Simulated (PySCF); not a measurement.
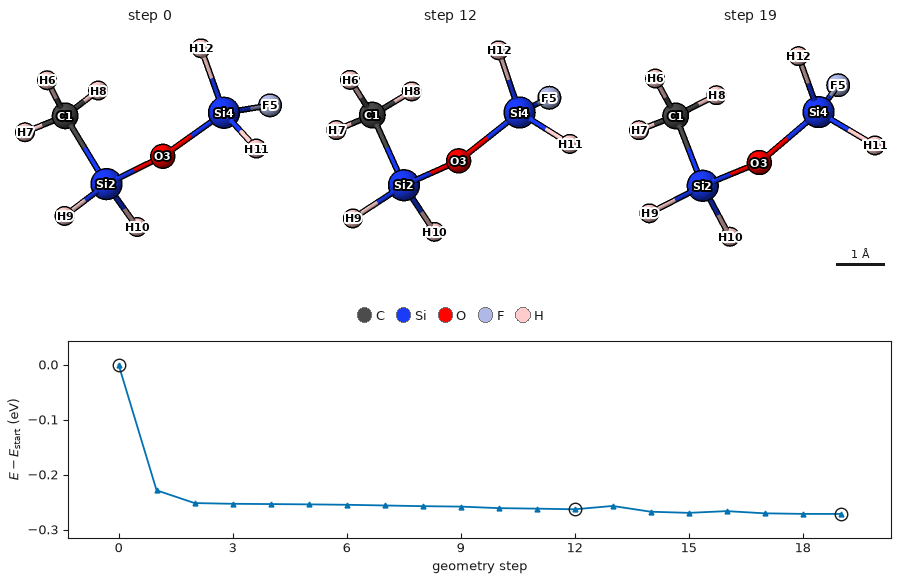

Frames of a relaxation of CH7FOSi2, marked on the history of the run. Style: ball-and-stick. Shown at a tilt.

The start comes from GFN2-xTB. Its atoms were then displaced at random by about 0.01 Å.

Method: PBE0-D3(BJ)/def2-SVP geometry optimisation, gas phase (PySCF). 

Question: Describe the path.

Answer: The largest move after the best rigid fit is that of F5, 0.83 Å. Largest moves by element: F 0.83 Å, H 0.63 Å, O 0.30 Å, C 0.22 Å, Si 0.15 Å. Among the contacts that change: Si4–H11 1.414 → 1.483 Å, Si2–O3 1.617 → 1.674 Å, Si2–H10 1.452 → 1.493 Å, Si2–H9 1.456 → 1.491 Å. Bond angles that change, for instance: Si2–O3–Si4 160.4° → 142.4°, H11–Si4–H12 119.9° → 112.6°, H9–Si2–H10 114.2° → 109.1°. Groups turn about O3–Si4 by about 25°. The energy falls by 0.272 eV in 19 geometry steps. From step 0 to 12: F5 moves most (0.53 Å), energy −0.263 eV. From step 12 to 19: F5 moves most (0.35 Å), energy −0.008 eV.

```
step  E − E(0), eV
   0        0.0000
   1       -0.2286
   2       -0.2519
   3       -0.2532
   4       -0.2537
   5       -0.2542
   6       -0.2549
   7       -0.2562
   8       -0.2575
   9       -0.2583
  10       -0.2611
  11       -0.2620
  12       -0.2632
  13       -0.2571
  14       -0.2676
  15       -0.2697
  16       -0.2665
  17       -0.2705
  18       -0.2715
  19       -0.2716
```
